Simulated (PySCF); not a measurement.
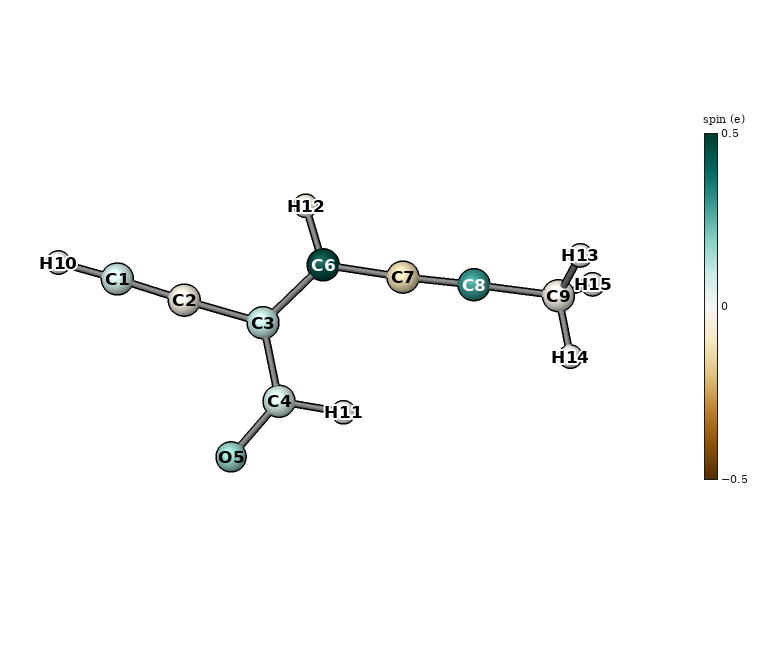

Atoms are coloured by their Mulliken spin populations. Charge −1, doublet. The computed structure is the end point of a GFN2-xTB optimisation. No frequency run is at hand to confirm it as a minimum. Level of theory: UKS B3LYP, pcH-1 on C H O, non-relativistic (PySCF 2.14.0).

Give the Mulliken spin populations atom by atom.

```csv
atom,value (e)
C1,0.08
C2,−0.03
C3,0.10
C4,0.07
O5,0.17
C6,0.46
C7,−0.12
C8,0.30
C9,−0.03
H10,0.00
H11,−0.01
H12,−0.02
H13,0.02
H14,0.00
H15,0.02
```

Mulliken values depend strongly on the basis set.
